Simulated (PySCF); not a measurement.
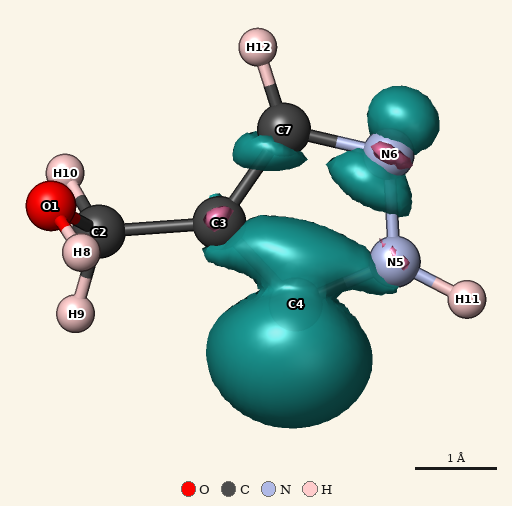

Figure 1: C4H5N2O (SMILES OCc1[c][nH]nc1) (doublet). Isosurfaces of the spin density (α minus β) at +0.03 (teal) and −0.03 e/Å³ (pink), seen across its widest extent.

Geometry: GFN2-xTB.

All numbers below come from UKS B3LYP, pcH-1 on C H N O, non-relativistic, mean-field spin-orbit, GIAO in PySCF 2.14.0, density-fitted response routines.

```xyz
12

O    -2.2251   -0.3950    0.6681
C    -1.5028    0.2433   -0.3659
C    -0.0254    0.1084   -0.2055
C     0.8618   -0.6512   -0.9381
N     2.0890   -0.5144   -0.4395
N     2.0702    0.2995    0.6210
C     0.8094    0.6776    0.7736
H    -1.9653   -1.3224    0.7009
H    -1.8009   -0.1546   -1.3468
H    -1.7930    1.2963   -0.3093
H     2.9515   -0.9274   -0.7538
H     0.5319    1.3392    1.5693
```

### Where is the unpaired spin?

The unpaired spin (1 electron) lies mostly on C4 (about 0.8), in electrons by Hirshfeld's partition.
